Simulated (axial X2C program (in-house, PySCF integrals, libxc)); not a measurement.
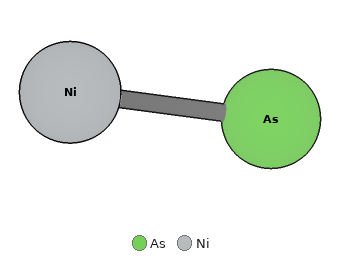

Fig. 1: The molecule at the reference distance of 2.203 Å.

**Relativistic diatomic calculation, with input and output: AsNi**

AsNi, single determinant with Ω = 7/2. Computed at this level: PBE0, two-component X2C with atomic mean-field Coulomb and Gaunt terms, As dyall-cv3z, Ni dyall-cv3z (cores contracted) (axial X2C program (in-house, PySCF integrals, libxc)).

**The input**
```
{"zs": [33, 28], "q": 0, "bas": ["dyall-cv3z", "dyall-cv3z"], "levels": ["PBE0", "HF", "M06"], "cc": true, "r0": 2.31, "thr": -2.0, "nmax": 90, "npts": 10, "nst": 2, "ntry": 6}
```

The line is the task of a batch: nuclear charges, charge, bases, the levels to run, a first guess of the distance and further settings. This report covers PBE0 with spin-orbit coupling. The log is that of the reference distance 2.203 Å, started from orbitals converged before.

Hardware: 1 thread of Arm Neoverse V1, 24 GiB of memory available, shared host.

Launched within a batch (the task file carries these settings):
```bash
python <driver script> task.json out
```

**Log**
```
two-component X2C + atomic mean field  PBE0
basis functions 208  fitting functions 1187  grid points 5798
iter        total energy     max residual
   1      -3779.786015180     3.50e-05
   2      -3779.786015184     1.33e-05
converged
one-electron -5699.63783252  Coulomb 1846.93049643  exact exchange -36.23577467  xc functional -111.54006533  nuclear repulsion 221.95176709  atomic mean-field constant -1.25460619
```

**The points of the curve**

| R (Å) | E (hartree) | dipole (D; origin at the first atom, positive when the second is positive) | highest filled (eV) | lowest empty (eV) |
| --- | --- | --- | --- | --- |
| 2.071 | −3779.782028 | 2.64 | −6.10 | −2.75 |
| 2.137 | −3779.785193 | 2.66 | −6.10 | −2.72 |
| 2.203 | −3779.786015 | 2.67 | −6.11 | −2.69 |
| 2.280 | −3779.784816 | 2.67 | −6.12 | −2.66 |
| 2.357 | −3779.781974 | 2.67 | −6.06 | −2.63 |
| 2.456 | −3779.776736 | 2.65 | −5.99 | −2.61 |

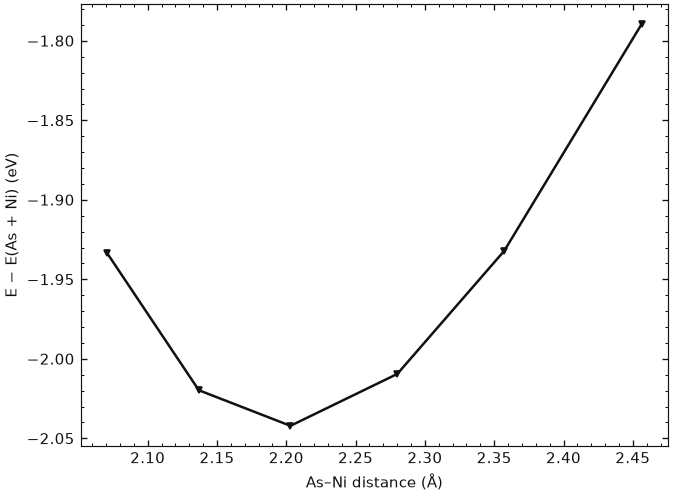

Fig. 2: Energy at 6 bond lengths, for one set of occupations held fixed; the line joins the points. A polynomial of degree 4 through 6 points gives rₑ = 2.198 Å, ωₑ = 302.3 cm⁻¹, ωₑxₑ = 1.1 cm⁻¹ and Bₑ = 0.1068 cm⁻¹. The minimum lies 2.04 eV below As + Ni, each computed as one determinant at the same level.

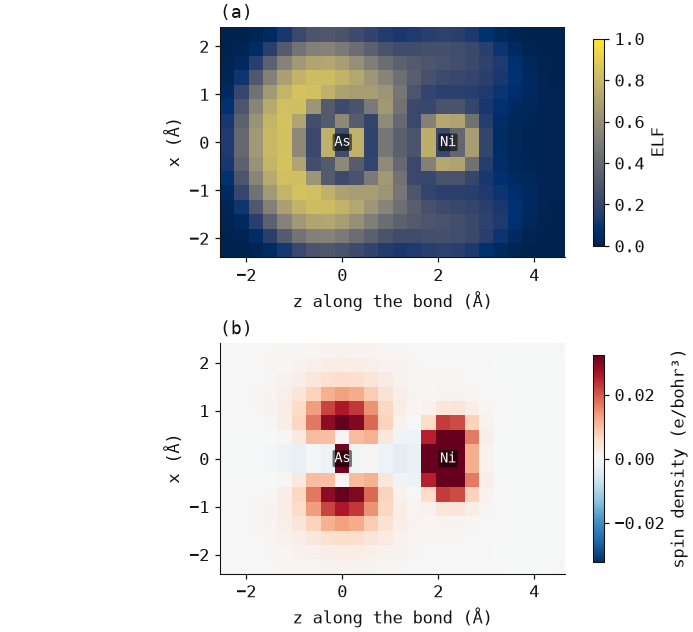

Fig. 3: (a) electron localisation function; (b) spin density, in a plane that holds the axis, at 2.20 Å, on points 0.3 Å apart (one half computed, the other mirrored); the structure near the nuclei is finer than these points.

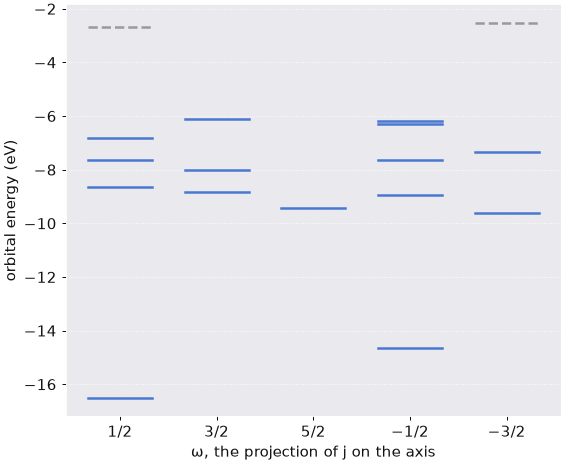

Fig. 4: Orbital energies near the frontier at 2.20 Å, filled (solid) and empty (dashed). The highest filled spinor (3/2; 80 % As p, 12 % Ni d) lies at −6.11 eV, the lowest empty one (1/2; 72 % As p, 20 % Ni p) at −2.69 eV.

**Results in brief**

- outcome: converged
- bond length rₑ: 2.198 Å
- ωₑ: 302.3 cm⁻¹
- energy at the minimum: −3779.78602 hartree
- depth below the fragments: 2.04 eV
- wall time: 6.6 s
- peak memory: 1 GiB

**Notes**

Caveats: 6 of the 10 points asked for were kept.
